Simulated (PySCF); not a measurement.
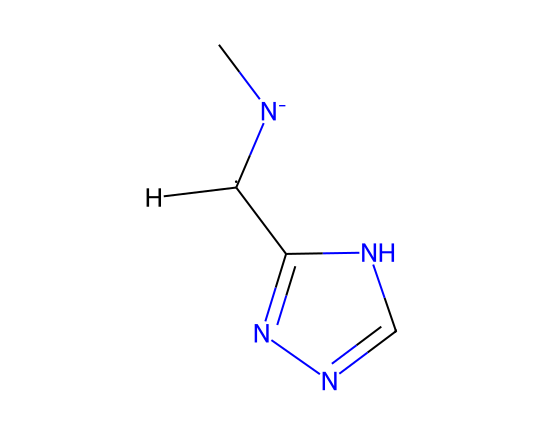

Charge −1, doublet. The geometry was computed by an optimisation with GFN2-xTB. No frequency run is at hand to confirm it as a minimum. Level of theory: UKS B3LYP, pcH-1 on C H N, non-relativistic (PySCF 2.14.0).

What does the calculation give?

The species is C4H6N4(-) (`C[N-][CH]c1nnc[nH]1`).
- ⟨S²⟩ of the determinant: 0.757
- isotropic g value: 2.00329
